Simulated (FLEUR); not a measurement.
# FePt (volume factor 1.12 on the database's cell): anisotropy by force theorems

Aim: the anisotropy of FePt (volume factor 1.12 on the database's cell) from single passes in the potential of one collinear state.

Method: PBE; all-electron FLAPW, Dirac cores, scalar-relativistic bands, in FLEUR MaX-R8.1.

### Step 1. The starting structure

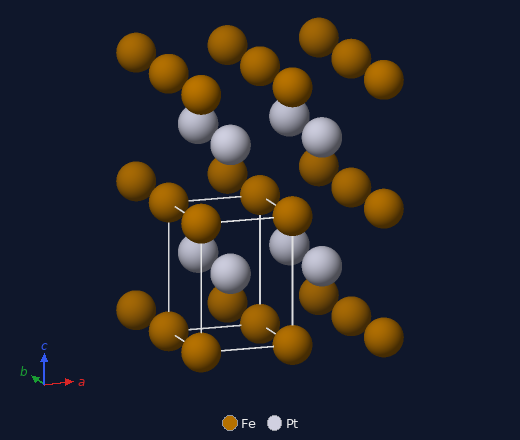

Start, viewed slightly off an axis; iron orange, platinum light grey. 2×2×2 cells are drawn. Some periodic images of atoms are drawn too.

The cell is strained on purpose: volume factor 1.12 on the database's cell.

### Step 2. Self-consistent state

The force theorems are single passes in this state's potential, so it has to be converged first.

No symmetry is used, so that later steps may turn the spins freely; k and −k are joined. inpgen writes inp.xml from crystal.txt; cutoffs, mixing, functional, smearing and local orbitals are then set in the file. The k list scf (kpts.xml, not shown) is a Γ-centred 10×10×10 mesh; where the ranks do not divide the number of points, some are split in two of half the weight.

inp.xml

```
<?xml version="1.0" encoding="UTF-8" standalone="no"?>
<fleurInput fleurInputVersion="0.39">
   <comment>
      FePt
   </comment>
   <calculationSetup>
      <cutoffs Kmax="3.6" Gmax="10.8" GmaxXC="10.8" numbands="0"/>
      <scfLoop itmax="110" minDistance="0.00002" maxIterBroyd="15" imix="Anderson" alpha="0.05" precondParam="0.0" spinf="2.0" sdNocoIR="T"/>
      <coreElectrons ctail="F" frcor="F" kcrel="0" coretail_lmax="0"/>
      <xcFunctional name="pbe" relativisticCorrections="F"/>
      <magnetism jspins="2" l_noco="F" l_ss="F">
         <qss>0.0 0.0 0.0</qss>
         <mtNocoParams l_mperp="F" l_mtNocoPot="F" l_relaxSQA="F" mag_mixing_scheme="0" mix_RelaxWeightOffD="1.0" l_constrained="F" mix_constr="1.0"/>
         <sourceFreeMag l_sourceFree="F" l_scaleMag="F" mag_scale="1.0"/>
      </magnetism>
      <soc l_soc="F" theta="0.0" phi="0.0" spav="F"/>
      <expertModes spex="0" secvar="F"/>
      <geometryOptimization l_f="F" forcealpha="1.0" forcemix="BFGS" epsdisp="0.00001" epsforce="0.00001"/>
      <ldaU l_linMix="F" mixParam="0.05" spinf="1.0"/>
   </calculationSetup>
   <cell>
      <bzIntegration valenceElectrons="32.0" mode="hist" fermiSmearingEnergy="0.00183747">
         <kPointListSelection listName="scf"/>
         <xi:include xmlns:xi="http://www.w3.org/2001/XInclude" href="kpts.xml"> </xi:include>
      </bzIntegration>
      <xi:include xmlns:xi="http://www.w3.org/2001/XInclude" href="sym.xml"> </xi:include>
      <bulkLattice scale="1.0">
         <bravaisMatrix>
            <row-1>    5.3448097946906410     0.0000000000000000     0.0000000000000000</row-1>
            <row-2>    0.0000000000000000     5.3448097946906410     0.0000000000000000</row-2>
            <row-3>    0.0000000000000000     0.0000000000000000     7.3004194631795247</row-3>
         </bravaisMatrix>
      </bulkLattice>
   </cell>
   <atomSpecies>
      <species name="Iron (Fe) 2.800" element="Fe" atomicNumber="26">
         <mtSphere radius="2.56" gridPoints="847" logIncrement="0.015"/>
         <atomicCutoffs lmax="10" lnonsphr="8"/>
         <electronConfig flipSpins="F">
            <coreConfig>(1s1/2) (2s1/2) (2p1/2) (2p3/2)</coreConfig>
            <valenceConfig>(3s1/2) (3p1/2) (3p3/2) (4s1/2) (3d3/2) (3d5/2)</valenceConfig>
            <stateOccupation state="(3d3/2)" spinUp="1.4" spinDown="1.0"/>
            <stateOccupation state="(3d5/2)" spinUp="3.0" spinDown="0.6"/>
         </electronConfig>
         <energyParameters s="4" p="4" d="3" f="4"/>
         <lo type="SCLO" l="0" n="3" eDeriv="0"/>
         <lo type="SCLO" l="1" n="3" eDeriv="0"/>
      </species>
      <species name="Platinum (Pt)" element="Pt" atomicNumber="78">
         <mtSphere radius="2.56" gridPoints="847" logIncrement="0.016"/>
         <atomicCutoffs lmax="10" lnonsphr="8"/>
         <electronConfig flipSpins="F">
            <coreConfig>(1s1/2) (2s1/2) (2p1/2) (2p3/2) (3s1/2) (3p1/2) (3p3/2) (4s1/2) (3d3/2) (3d5/2) (4p1/2) (4p3/2) (5s1/2) (4d3/2) (4d5/2) (4f5/2) (4f7/2)</coreConfig>
            <valenceConfig>(5p1/2) (5p3/2) (6s1/2) (5d3/2) (5d5/2)</valenceConfig>
            <stateOccupation state="(6s1/2)" spinUp="0.500000" spinDown="0.500000"/>
            <stateOccupation state="(5d3/2)" spinUp="1.800000" spinDown="1.800000"/>
            <stateOccupation state="(5d5/2)" spinUp="2.700000" spinDown="2.700000"/>
         </electronConfig>
         <energyParameters s="6" p="6" d="5" f="5"/>
         <lo type="SCLO" l="1" n="5" eDeriv="0"/>
      </species>
   </atomSpecies>
   <atomGroups>
      <atomGroup species="Iron (Fe) 2.800">
         <relPos label="                   1">.0000000000 .0000000000 .0000000000</relPos>
         <force calculate="T" relaxXYZ="TTT"/>
         <nocoParams  alpha="0.0" beta="0.0"/>
      </atomGroup>
      <atomGroup species="Platinum (Pt)">
         <relPos label="                   2">1.000/2.000 1.000/2.000 1.000/2.000</relPos>
         <force calculate="T" relaxXYZ="TTT"/>
         <nocoParams  alpha="0.0" beta="0.0"/>
      </atomGroup>
   </atomGroups>
   <output dos="F" band="F" slice="F">
      <bandDOS minEnergy="-.5*Htr" maxEnergy="0.5*Htr" sigma="0.015" storeEVData="T"/>
      <plotting iplot="0" polar="F">
         <plot TwoD="T" vec1="  1.0  0.0  0.0" vec2="  0.0  1.0  0.0" vec3="  0.0  0.0  1.0" zero="  0.0  0.0  0.0" file="plot"/>
      </plotting>
      <moessbauerParams electricFieldGradient="F" isomerShift="F" coreHyperfine="F" valenceHyperfine="F"/>
   </output>
</fleurInput>
```

crystal.txt

```
FePt
&input film=F cartesian=F /
2.82835154000  0.00000000000  0.00000000000
0.00000000000  2.82835154000  0.00000000000
0.00000000000  0.00000000000  3.86321561000
1.8897261246
1.0 1.0 1.0

2
26 0.00000000000  0.00000000000  0.00000000000 : 2.800
78 0.50000000000  0.50000000000  0.50000000000

&kpt div1=10 div2=10 div3=10 gamma=T /
```

Run with:

```sh
> OMP_NUM_THREADS=1 inpgen -f crystal.txt -nosym -noco > inpgen.log  # inp.xml is then edited as shown
> OMP_NUM_THREADS=1 mpirun -n 4 fleur_MPI > fleur.log
```

Log:

```text
Welcome to FLEUR        (www.flapw.de)
      MaX-Release 8.1          (www.max-centre.eu)

 ========== k-point set info ==========
 Selected k-point list: scf
 k-point list type: mesh
 0 x 0 x 0
 Number of k points: 504

 ------------Calculation Setup---------------------------
 Number of MPI-tasks      :            4
 Number of PE/node        :            4
 Number of OMP-threads    :            1
 k-points in parallel     :            4
 pe's per k-point         :            1
 No of k-point loops      :          126
 Eigenvalue solver        :       lapack
 Number of basis functions:          196
 Approximate size of matrices (H+S) per k-point:         0.001 GB
 --------------------------------------------------------
 Complex matrix made real
 Complex matrix made real
 Iteration:     1   Distance:      37.41391219 me/bohr^3
 Iteration:     2   Distance:      13.36905612 me/bohr^3
 Iteration:     3   Distance:      11.59291755 me/bohr^3
 Iteration:     4   Distance:      10.05829847 me/bohr^3
 Iteration:     5   Distance:       9.96553385 me/bohr^3
 Iteration:     6   Distance:      10.85427328 me/bohr^3
 Iteration:     7   Distance:       3.12715966 me/bohr^3
 Iteration:     8   Distance:       2.97502196 me/bohr^3
 Iteration:     9   Distance:       1.02797327 me/bohr^3
 Iteration:    10   Distance:       1.08634517 me/bohr^3
 Iteration:    11   Distance:       0.18490975 me/bohr^3
 Iteration:    12   Distance:       0.17276490 me/bohr^3
 Iteration:    13   Distance:       0.06054358 me/bohr^3
 Iteration:    14   Distance:       0.02783097 me/bohr^3
 Iteration:    15   Distance:       0.01476402 me/bohr^3
 Iteration:    16   Distance:       0.01273312 me/bohr^3
 Iteration:    17   Distance:       0.00930743 me/bohr^3
 Iteration:    18   Distance:       0.00211312 me/bohr^3
 Iteration:    19   Distance:       0.00103498 me/bohr^3
 Iteration:    20   Distance:       0.00091663 me/bohr^3
 Iteration:    21   Distance:       0.00017230 me/bohr^3
 Iteration:    22   Distance:       0.00005907 me/bohr^3
 Iteration:    23   Distance:       0.00003409 me/bohr^3
 Iteration:    24   Distance:       0.00001069 me/bohr^3

 ********************************************************************
 Run finished successfully
 Stop message:
   all done
 ********************************************************************

--- out.xml (last complete iteration) ---
<iteration numberForCurrentRun="   24" overallNumber="   24">
         [... left out ...]
         <bandgap value="0.0000000000" units="eV"/>
         <sumValenceSingleParticleEnergies value="-20.6745647677" units="Htr"/>
         <FermiEnergy value="0.3442972917" units="Htr"/>
         <valenceDensity>
            <mtCharges spin="1">
               <mtCharge atomType="1" total="9.1671785" s="1.2307300" p="3.2262668" d="4.6798419" f="0.0222725"/>
               <mtCharge atomType="2" total="7.5281751" s="0.2657114" p="3.1670041" d="4.0687817" f="0.0203882"/>
            </mtCharges>
            <mtCharges spin="2">
               <mtCharge atomType="1" total="6.0097891" s="1.2199340" p="3.2370100" d="1.5239395" f="0.0213420"/>
               <mtCharge atomType="2" total="7.1413532" s="0.2853212" p="3.2102961" d="3.6234816" f="0.0173646"/>
            </mtCharges>
            <spinDependentCharge spin="1" total="17.7333285" interstitial="1.0379749" mtSpheres="16.6953536"/>
            <spinDependentCharge spin="2" total="14.2666715" interstitial="1.1155293" mtSpheres="13.1511423"/>
            <totalCharge value="32.0000000000"/>
         </valenceDensity>
         [... left out ...]
         <allElectronCharges>
            <spinDependentCharge spin="1" total="53.7333285" interstitial="1.0383745" mtSpheres="52.6949540"/>
            <spinDependentCharge spin="2" total="50.2666715" interstitial="1.1159313" mtSpheres="49.1507402"/>
            <totalCharge value="104.0000000057"/>
         </allElectronCharges>
         <magneticMomentsInMTSpheres units="muBohr">
            <globalMagMoment atomType="1" vec="0.00000   0.00000   3.15739"/>
            <localMagMoment atomType="1" vec="0.00000   0.00000   3.15739"/>
            <globalMagMoment atomType="2" vec="0.00000   0.00000   0.38682"/>
            <localMagMoment atomType="2" vec="0.00000   0.00000   0.38682"/>
         </magneticMomentsInMTSpheres>
         <moessbauerParams unitsHFF="kG" unitsIS="e/bohr^3" unitsEFG="Htr/bohr^2">
         </moessbauerParams>
         <totalEnergy value="   -19719.5444407247" units="Htr">
            <sumOfEigenvalues value="   -12069.2301099993">
               <coreElectrons value="-12048.5555452317"/>
               <valenceElectrons value="-20.6745647677"/>
            </sumOfEigenvalues>
            <densityCoulombPotentialIntegral value="-33929.5837831750"/>
            <densityEffectivePotentialIntegral value="-34469.7494555477"/>
            <chargeDenXCDenIntegral value="-413.2144181892"/>
            <FockExchangeEnergyValence value="0.0000000000"/>
            <FockExchangeEnergyCore value="0.0000000000"/>
            <atomTypeDependentContributions atomType="1">
               <electronNucleiInteractionDifferentMTs value="1521.1070408874"/>
               <MadelungTerm value="-9.0664654487"/>
            </atomTypeDependentContributions>
            <atomTypeDependentContributions atomType="2">
               <electronNucleiInteractionDifferentMTs value="23177.6421803695"/>
               <MadelungTerm value="-34.2417897907"/>
            </atomTypeDependentContributions>
            <tkbTimesEntropy value="0.0003815725"/>
            <freeEnergy value="-19719.5448222972"/>
            <extrapolationTo0K value="-19719.5446315109"/>
         </totalEnergy>
         <densityConvergence units="me/bohr^3">
            <chargeDensity spin="1" distance="0.0000077763"/>
            <chargeDensity spin="2" distance="0.0000069464"/>
            <overallChargeDensity distance="0.0000106863"/>
            <spinDensity distance="0.0000101612"/>
         </densityConvergence>
      </iteration>
```

Elapsed: 4.2 min, on 4 MPI ranks of Intel Xeon Platinum 8488C (Sapphire Rapids), shared host; peak memory 0.67 GiB.

Spin moment in the muffin-tin sphere by atom:

```csv
atom,spin moment in the muffin-tin sphere (μB)
Fe1,3.16
Pt2,0.39
```

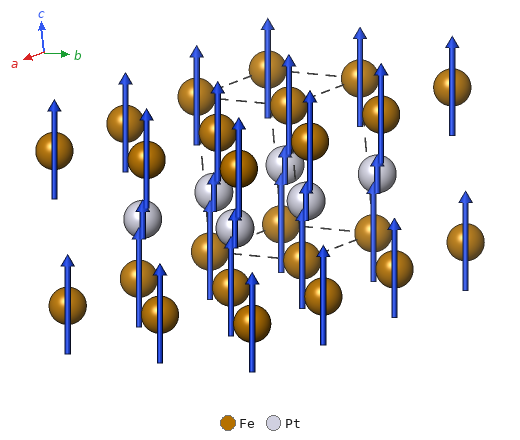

Spin moment in the muffin-tin sphere as arrows, the longest 3.16 μB. Up and down stand for the sign. Arrows give size and sign along the axis of quantisation, drawn up and down the page. Each arrow also spans its atom, so small moments look longer than they are. 3×2×1 cells are drawn. Some periodic images of atoms are drawn too.

This step gave:

* free energy: -536596.1508 eV
* program's band gap on this mesh (in a metal only a level spacing): 0 eV
* magnetization: 3.467 μB
* final state: ferromagnetic

After 24 cycles the largest moment stands at 3.16 μB.

### Step 3. Energy against the direction of the moments, rung 1

Anisotropy is a small difference, so it is taken from sums over occupied states at a frozen potential, where most errors cancel.

One pass with spin–orbit coupling for each direction, from the saved density. Inversion lets half of the mesh serve, which the program's warning doesn't know. The k list mae (kpts.xml, not shown) is a Γ-centred 14×14×10 mesh.

inp.xml, as its differences from that of step 2:

```diff
@@ -6,4 +6,4 @@
    <calculationSetup>
-      <cutoffs Kmax="3.6" Gmax="10.8" GmaxXC="10.8" numbands="0"/>
-      <scfLoop itmax="110" minDistance="0.00002" maxIterBroyd="15" imix="Anderson" alpha="0.05" precondParam="0.0" spinf="2.0" sdNocoIR="T"/>
+      <cutoffs Kmax="3.6" Gmax="10.8" GmaxXC="10.8" numbands="72"/>
+      <scfLoop itmax="1" minDistance="0.00002" maxIterBroyd="15" imix="Anderson" alpha="0.05" precondParam="0.0" spinf="2.0" sdNocoIR="T"/>
       <coreElectrons ctail="F" frcor="F" kcrel="0" coretail_lmax="0"/>
@@ -15,3 +15,3 @@
       </magnetism>
-      <soc l_soc="F" theta="0.0" phi="0.0" spav="F"/>
+      <soc l_soc="T" theta="0.0" phi="0.0" spav="F"/>
       <expertModes spex="0" secvar="F"/>
@@ -22,3 +22,3 @@
       <bzIntegration valenceElectrons="32.0" mode="hist" fermiSmearingEnergy="0.00183747">
-         <kPointListSelection listName="scf"/>
+         <kPointListSelection listName="mae"/>
          <xi:include xmlns:xi="http://www.w3.org/2001/XInclude" href="kpts.xml"> </xi:include>
@@ -81,2 +81,5 @@
    </output>
+   <forceTheorem>
+      <MAE theta="0.0 1.5707963 1.5707963 0.7853982" phi="0.0 0.0 0.7853982 0.0"/>
+   </forceTheorem>
 </fleurInput>
```

Run with:

```sh
> OMP_NUM_THREADS=1 mpirun -n 4 fleur_MPI -warn_only > fleur.log
```

Log:

```text
[banner, memory and clock lines left out]
Welcome to FLEUR        (www.flapw.de)
      MaX-Release 8.1          (www.max-centre.eu)
************FLEUR-Warning*****************
Error message: k-point set is not compatible to missing time-reversal symmetry in calculation.
Error occurred in subroutine: gen_bz
Error from PE:0/4
Other PEs with error messages:
     1-k-point set is not compatible to missing time-reversal symmetry in calculation.
*****************************************
************FLEUR-Warning*****************
Error message: k-point set is not compatible to missing time-reversal symmetry in calculation.
Error occurred in subroutine: gen_bz
Error from PE:1/4
*****************************************

 ========== k-point set info ==========
 Selected k-point list: mae
 k-point list type: mesh
 0 x 0 x 0
 Number of k points: 984

 [... set-up left out ...]
 ********************************************************************
 Run finished successfully
 Stop message:
   Forcetheorem MAE
 ********************************************************************

--- out.xml (force theorem) ---
<Forcetheorem_MAE Angles="4" units="Htr">
            <Angle theta="0.0000000" phi="0.0000000" ev-sum="-20.717861743"/>
            <Angle theta="1.5707963" phi="0.0000000" ev-sum="-20.717796592"/>
            <Angle theta="1.5707963" phi="0.7853982" ev-sum="-20.717794887"/>
            <Angle theta="0.7853982" phi="0.0000000" ev-sum="-20.717828995"/>
         </Forcetheorem_MAE>
```

Wall time 86 s (4 MPI ranks); peak memory 1.2 GiB.

Anisotropy energies, by row:

```csv
axis,x,y,z,band energy less the first axis' (meV a cell)
[001],0,0,1,0
[100],1,0,0,1.773
[110],0.7071,0.7071,0,1.819
45 degrees from [001] toward [100],0.7071,0,0.7071,0.8911
```

Indices are those of the standard conventional cell; x, y, z give the same directions in the axes of the input.

### Step 4. Anisotropy by the force theorem, rung 2

A second rung shows how far the first can be trusted.

The k list mae (kpts.xml, not shown) is a Γ-centred 20×20×15 mesh.

inp.xml is that of step 3.

Log:

```text
[banner, memory and clock lines left out]
Welcome to FLEUR        (www.flapw.de)
      MaX-Release 8.1          (www.max-centre.eu)
************FLEUR-Warning*****************
Error message: k-point set is not compatible to missing time-reversal symmetry in calculation.
Error occurred in subroutine: gen_bz
Error from PE:0/4
Other PEs with error messages:
     1-k-point set is not compatible to missing time-reversal symmetry in calculation.
     2-k-point set is not compatible to missing time-reversal symmetry in calculation.
*****************************************
[...]
k-point list type: mesh
 0 x 0 x 0
 Number of k points: 3004

 [... set-up left out ...]
 ********************************************************************
 Run finished successfully
 Stop message:
   Forcetheorem MAE
 ********************************************************************

--- out.xml (force theorem) ---
<Forcetheorem_MAE Angles="4" units="Htr">
            <Angle theta="0.0000000" phi="0.0000000" ev-sum="-20.717896013"/>
            <Angle theta="1.5707963" phi="0.0000000" ev-sum="-20.717826111"/>
            <Angle theta="1.5707963" phi="0.7853982" ev-sum="-20.717827177"/>
            <Angle theta="0.7853982" phi="0.0000000" ev-sum="-20.717861468"/>
         </Forcetheorem_MAE>
```

The job ended after 4.6 min (4 MPI ranks; peak memory 3 GiB).

Anisotropy energies, by row:

```csv
axis,x,y,z,band energy less the first axis' (meV a cell)
[001],0,0,1,0
[100],1,0,0,1.902
[110],0.7071,0.7071,0,1.873
45 degrees from [001] toward [100],0.7071,0,0.7071,0.94
```

[end of part 1 of 2]

[Logs and program files are shortened in this print: banners, set-up blocks, solver, clock and traceback lines can be left out without a mark of their own.]

[Logs are printed without paths, hosts, clocks, repeated set-up lines and the standing remarks that a program may print on its own settings, such as how far it seeks lower states.]

[Hosts, paths, dates, database ids (printed as entryN), source tags and the programs' standing remarks are cut or masked in the printed files.]

[Where a cell is said to come from a database of computed structures, the database is the Materials Project.]
